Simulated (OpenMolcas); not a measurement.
## Single-point calculation of WO4 (charge −3) (part 2 of 2)

The same run, continued: WO4, charge −3, multiplicity 4; CASPT2/ANO-RCC-VDZ, DKH2 (OpenMolcas 26.06). The geometry is that of the parent species in another charge or spin state. The geometry comes from this level: GFN2-xTB.

Geometry of the input (Å):
```
W  0.0014  -0.0022  -0.0020
O  0.1812  -0.3095  1.9402
O  1.8843  0.3009  -0.4955
O  -0.8689  1.5004  -0.9493
O  -1.1981  -1.4896  -0.4934
```

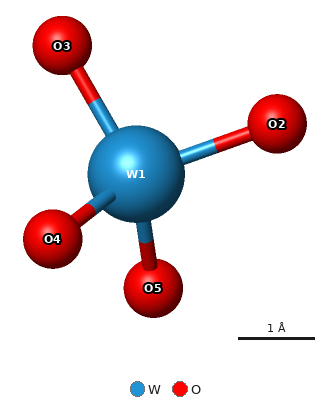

The structure (ball-and-stick view, seen at a tilt; atoms are numbered from 1 in the order of the input). Sticks mark near contacts.

## The program's output, continued
```
       62   3   12    1  -426.69884230   -4.50E-08* -8.58E-04   43  57 1 -2.69E-05   0.43   1.64    QN   YES    0:00:00
       63   3   12    1  -426.69884232   -2.81E-08* -6.90E-04   43  60 1 -2.23E-05   0.43   1.61    QN   YES    0:00:00
       64   3   11    1  -426.69884234   -1.73E-08*  5.49E-04   54  61 1 -1.42E-05   0.43   1.68    QN   YES    0:00:00
       65   3   10    1  -426.69884235   -1.18E-08*  4.02E-04   43  57 1  1.53E-05   0.43   1.69    QN   YES    0:00:00
       66   3   10    1  -426.69884236   -8.12E-09  -3.66E-04   54  60 1 -1.05E-05   0.43   1.67    QN   YES    0:00:00
      Convergence after 66 iterations
       67   1   10    1  -426.69884237   -4.89E-09  -3.66E-04   43  60 1  7.67E-06   0.43   1.67    QN   YES    0:00:00

      ************************************************************************************************************************
                                                      Wave function printout:
                       occupation of active orbitals, and spin coupling of open shells (u,d: Spin up or down)
      ************************************************************************************************************************

      Note: transformation to natural orbitals
      has been made, which may change the order of the CSFs.

      printout of CI-coefficients larger than  0.05 for root  1
      energy=  -16426.698842
      conf/sym  1111111     Coeff  Weight
             9  u2u00u0  -0.99225 0.98457
           151  0uuudu0  -0.06231 0.00388
           168  u0u02u0  -0.08402 0.00706

      Natural orbitals and occupation numbers for root  1
      sym 1:   0.994461   1.977161   0.999284   0.005825   0.022082   1.000108   0.001079

      ************************************************************************************************************************
      *                                                    Final results                                                     *
      ************************************************************************************************************************

++    Final optimization conditions:
      ------------------------------

      Average CI energy                          -16426.69884237
      RASSCF energy for state  1                 -16426.69884237
      Super-CI energy                                -0.00000000
      RASSCF energy change                            0.00000000
      Max change in MO coefficients              -7.825E-04
      Max non-diagonal density matrix element    -3.665E-04
      Maximum BLB matrix element                  7.669E-06
      (orbital pair  43,  60 in symmetry   1)
      Norm of electronic gradient            3.730E-05
--

      Final state energy(ies):
      ------------------------

::    RASSCF root number  1 Total energy: -16426.69884237
      Von Neumann Entropy (Root   1) =  1.61990

      Mulliken population analysis for root number:  1
      -----------------------------------------------

++    Molecular charges:
      ------------------

      Mulliken charges per centre
      ---------------------------

                W1      O2      O3      O4      O5
      Total   72.5267  9.2720  9.2446  9.2743  8.6824

      N-E      1.4733 -1.2720 -1.2446 -1.2743 -0.6824

      Total electronic charge=  109.000000

      Total            charge=   -3.000000
--

      Expectation values of various properties for root number:  1
      -----------------------------------------------------------

++    Molecular properties:
      ---------------------

      Charge (e):
                      =   -3.0000
      Dipole Moment (debye):
      Origin of the operator (angstrom)=    0.0009   -0.0015   -0.0014
                   X= -2.9863E+00               Y= -3.6869E+00               Z= -1.1921E+00           Total=  4.8920E+00
      Center of Charge (angstrom)
                     X=    0.20734735               Y=    0.25569657               Z=    0.08257553
      Quadrupole Moment (debye*angstrom):
      Origin of the operator (angstrom)=    0.0009   -0.0015   -0.0014
                  XX= -9.0810E+01              XY= -7.1901E-01              XZ= -3.2627E+00              YY= -8.1953E+01
                  YZ=  1.0693E+01              ZZ= -9.0602E+01
      In traceless form (debye*angstrom)
                  XX= -4.5328E+00              XY= -1.0785E+00              XZ= -4.8940E+00              YY=  8.7528E+00
                  YZ=  1.6040E+01              ZZ= -4.2200E+00
--

      Mulliken spin population analysis for root number:  1
      ---------------------------------------------------

++    Molecular charges:
      ------------------

      Mulliken spin population per centre
      ---------------------------

                W1      O2      O3      O4      O5
      Total    1.7741  0.0907  0.0498  0.0897  0.9957

      Total electronic spin=    3.000000
--

      LoProp population analysis for root number:  1
      -----------------------------------------------

++    LoProp analysis:
      ----------------

++    Static properties:
      ------------------

      LoProp Charges per center

                   W1       O2       O3       O4       O5
      Nuclear     74.0000   8.0000   8.0000   8.0000   8.0000
      Electronic -72.3966  -9.3218  -9.2774  -9.3241  -8.6801

      Total        1.6034  -1.3218  -1.2774  -1.3241  -0.6801
--

      Natural Bond Order analysis for root number:  1

++    Natural Bond Order analysis
      ---------------------------
      Based on LoProp computed density
      -------------------------------------------------------------------------------------
      Atom A       Atom B       Bond Order
      -------------------------------------------------------------------------------------
      NBO located      0.958 non-bonded electrons on atom W1
      NBO located      0.974 non-bonded electrons on atom W1
      NBO located      0.978 non-bonded electrons on atom W1
      NBO located      0.982 non-bonded electrons on atom W1
      NBO located      0.997 non-bonded electrons on atom W1
      NBO located      1.000 non-bonded electrons on atom W1
      NBO located      1.000 non-bonded electrons on atom W1
      NBO located      1.000 non-bonded electrons on atom W1
      NBO located      1.000 non-bonded electrons on atom W1
      NBO located      1.000 non-bonded electrons on atom W1
      NBO located      1.000 non-bonded electrons on atom W1
      NBO located      1.000 non-bonded electrons on atom W1
      NBO located      1.000 non-bonded electrons on atom W1
      NBO located      1.000 non-bonded electrons on atom W1
      NBO located      1.000 non-bonded electrons on atom W1
      NBO located      1.000 non-bonded electrons on atom W1
      NBO located      1.000 non-bonded electrons on atom W1
      NBO located      1.000 non-bonded electrons on atom W1
      NBO located      1.000 non-bonded electrons on atom W1
      NBO located      1.000 non-bonded electrons on atom W1
      NBO located      1.000 non-bonded electrons on atom W1
      NBO located      1.000 non-bonded electrons on atom W1
      NBO located      1.000 non-bonded electrons on atom W1
      NBO located      1.000 non-bonded electrons on atom W1
      NBO located      1.000 non-bonded electrons on atom W1
      NBO located      1.000 non-bonded electrons on atom W1
      NBO located      1.000 non-bonded electrons on atom W1
      NBO located      1.000 non-bonded electrons on atom W1
      NBO located      1.000 non-bonded electrons on atom W1
      NBO located      1.000 non-bonded electrons on atom W1
      NBO located      1.000 non-bonded electrons on atom W1
      NBO located      1.000 non-bonded electrons on atom W1
      NBO located      1.000 non-bonded electrons on atom W1
      NBO located      1.000 non-bonded electrons on atom W1
      NBO located      1.018 non-bonded electrons on atom O2
      NBO located      1.000 non-bonded electrons on atom O2
      NBO located      0.985 non-bonded electrons on atom O2
      NBO located      1.018 non-bonded electrons on atom O3
      NBO located      1.000 non-bonded electrons on atom O3
      NBO located      0.987 non-bonded electrons on atom O3
      NBO located      1.000 non-bonded electrons on atom O4
      NBO located      0.989 non-bonded electrons on atom O4
      NBO located      1.000 non-bonded electrons on atom O5
      The remaining   12.236 electrons are to be considered as diffuse
--

--

      Average orbitals are written to the RASORB file
      Natural orbitals for root   1 are written to the RASORB.1 file
      Spin density orbitals for root   1 are written to the SPDORB.1 file

--- Stop Module: rasscf /rc=_RC_ALL_IS_WELL_ ---
--- Module rasscf spent 30 seconds ---

--- Start Module: caspt2 ---

                                              &CASPT2

                       available to each process: 1.9 GB of memory, 1 thread

++    Wave function specifications:
      -----------------------------

      Number of closed shell electrons          36
      Number of electrons in active shells       5
      Max number of holes in RAS1 space          0
      Max number of electrons in RAS3 space      0
      Number of inactive orbitals               18
      Number of active orbitals                  7
      Number of secondary orbitals              36
      Spin quantum number                      1.5
      State symmetry                             1
      Number of CSFs                           224
      Number of CASSCF root(s) available         1
      CASPT2 state passed to geometry opt.       1
      A file JOBMIX will be created
      This is a CASSCF or RASSCF reference function
--

++    Orbital specifications:
      -----------------------

      Symmetry species                           1
                                                 a
      Frozen orbitals                           34
      Inactive orbitals                         18
      Active orbitals                            7
      Secondary orbitals                        36
      Deleted orbitals                           0
      Number of basis functions                 95
--

++    CASPT2 specifications:
      ----------------------

      Type of calculation                        SS-CASPT2
      Fock operator                              state-specific
      IPEA shift                                 0.25
      Real shift                                 0.00
      Imaginary shift                            0.20
      The input orbitals will be transformed to quasi-canonical
--

--------------------------------------------------------------------------------
 Estimated memory requirements:
  POLY3 :                   270814
  RHS:                      492656
  SIGMA :                   585664
  PRPCTL:                        0
 Available workspace:    232481523

++ CASPT2 computation for group   1

********************************************************************************
 Multi-State initialization phase begins for group   1
--------------------------------------------------------------------------------
********************************************************************************
 Compute H0 matrices for state    1
--------------------------------------------------------------------------------
--------------------------------------------------------------------------------
 H0 matrices have been computed.

********************************************************************************
  CASPT2 EQUATION SOLUTION
--------------------------------------------------------------------------------

  Total nr of CASPT2 parameters:
   Before reduction:      577125
   After  reduction:      573597

 Variance of |WF0>:       2.5072814830

 The contributions to the second order correlation energy in atomic units.
-----------------------------------------------------------------------------------------------------------------------------
  IT.      VJTU        VJTI        ATVX        AIVX        VJAI        BVAT        BJAT        BJAI        TOTAL       RNORM
-----------------------------------------------------------------------------------------------------------------------------
   1    -0.013793   -0.006662   -0.002447   -0.039058   -0.072981   -0.004253   -0.046231   -0.552927   -0.738352    0.027726
   2    -0.014635   -0.007040   -0.002533   -0.039974   -0.074145   -0.004288   -0.046530   -0.554314   -0.743459    0.005138
   3    -0.014645   -0.007052   -0.002537   -0.040002   -0.074136   -0.004289   -0.046516   -0.554280   -0.743457    0.001329
   4    -0.014644   -0.007056   -0.002534   -0.039963   -0.074100   -0.004286   -0.046505   -0.554211   -0.743300    0.000275
   5    -0.014644   -0.007056   -0.002534   -0.039964   -0.074099   -0.004286   -0.046508   -0.554212   -0.743304    0.000074
   6    -0.014644   -0.007056   -0.002534   -0.039965   -0.074100   -0.004287   -0.046508   -0.554216   -0.743311    0.000017
   7    -0.014644   -0.007056   -0.002534   -0.039965   -0.074100   -0.004287   -0.046508   -0.554216   -0.743311    0.000005
   8    -0.014644   -0.007056   -0.002534   -0.039965   -0.074100   -0.004287   -0.046508   -0.554216   -0.743311    0.000001
-----------------------------------------------------------------------------------------------------------------------------

  FINAL CASPT2 RESULT:

      Reference energy:      -16426.6988423668
      E2 (Non-variational):      -0.7433105926
      Shift correction:          -0.0066229611
      E2 (Variational):          -0.7499335537
      Total energy:          -16427.4487759205
      Residual norm:              0.0000002808
      Reference weight:           0.75997

      Contributions to the CASPT2 correlation energy
      Active & Virtual Only:         -0.0068208668
      One Inactive Excited:          -0.1011172346
      Two Inactive Excited:          -0.6353724912

++ Denominators, etc.
--------------------------------------------------------------------------------------------------------------
 Report on small energy denominators, large coefficients, and large energy contributions.
CASE  SYMM ACTIVE-MIX  NON-ACTIVE INDICES          DENOMINATOR     RHS VALUE       COEFFICIENT     CONTRIBUTION
VJTU     1  Mu1.0001  In1.043                       0.29981858     -0.00000066     -0.00000020      0.00000000
VJTU     1  Mu1.0088  In1.043                       2.32110554      0.08275635     -0.03631488     -0.00300529
VJTU     1  Mu1.0001  In1.044                       0.18873973      0.00000140     -0.00000191     -0.00000000
VJTU     1  Mu1.0001  In1.045                       0.17455785     -0.00153590      0.00447081     -0.00000687
VJTU     1  Mu1.0001  In1.046                       0.16165060     -0.00105149      0.00324550     -0.00000341
VJTU     1  Mu1.0001  In1.047                       0.15674102     -0.00000533      0.00001692     -0.00000000
VJTU     1  Mu1.0001  In1.048                       0.14197995      0.00000668     -0.00002048     -0.00000000
VJTU     1  Mu1.0001  In1.049                       0.12979439     -0.00001154      0.00001801     -0.00000000
VJTU     1  Mu1.0001  In1.050                       0.11743465     -0.00110719      0.00263890     -0.00000292
VJTU     1  Mu1.0001  In1.051                       0.10123619     -0.00000433      0.00001477     -0.00000000
VJTU     1  Mu1.0001  In1.052                       0.08355904     -0.00018714      0.00028609     -0.00000005
VJTU     1  Mu1.0002  In1.052                       0.29856057      0.00000248     -0.00000346     -0.00000000
ATVX     1  Mu1.0001  Se1.060                       0.05848341      0.00000393     -0.00000331     -0.00000000
ATVX     1  Mu1.0002  Se1.060                       0.11294250      0.00057640      0.00064408      0.00000037
ATVX     1  Mu1.0001  Se1.061                       0.19992268      0.00021832     -0.00049408     -0.00000011
ATVX     1  Mu1.0002  Se1.061                       0.25438177     -0.00000582      0.00000910     -0.00000000
ATVX     1  Mu1.0001  Se1.062                       0.21118534     -0.00000137     -0.00000401      0.00000000
ATVX     1  Mu1.0002  Se1.062                       0.26564443      0.00036400     -0.00060850     -0.00000022
VJAIM    1  Mu1.0003  Se1.061 In1.046 In1.045       1.16308520     -0.03411512      0.02861404     -0.00097617
BJAIP    1  Se1.061 In1.046 Se1.061 In1.046         1.22426948      0.03517947     -0.02811904     -0.00098921
BJAIP    1  Se1.062 In1.047 Se1.062 In1.047         1.23697564      0.04855012     -0.03810852     -0.00185017
BJAIP    1  Se1.069 In1.046 Se1.074 In1.049         2.31532893     -0.05900286      0.02539188     -0.00149819
BJAIP    1  Se1.068 In1.045 Se1.076 In1.052         2.37616237      0.06231886     -0.02612341     -0.00162798
BJAIM    1  Se1.061 In1.047 Se1.061 In1.052         1.15253100     -0.03114578      0.02641767     -0.00082280
--

   (Skipping property calculation,
    use PROP keyword to activate)
--

  Total CASPT2 energies:
::    CASPT2 Root  1     Total energy: -16427.44877592

  A NEW JOBIPH FILE NAMED 'JOBMIX' IS PREPARED.
********************************************************************************
--- Stop Module: caspt2 /rc=_RC_ALL_IS_WELL_ ---
--- Module caspt2 spent 2 seconds ---

.##################.
.# Happy landing! #.
.##################.

    Timing: Wall=59.74 User=56.86 System=2.85
```
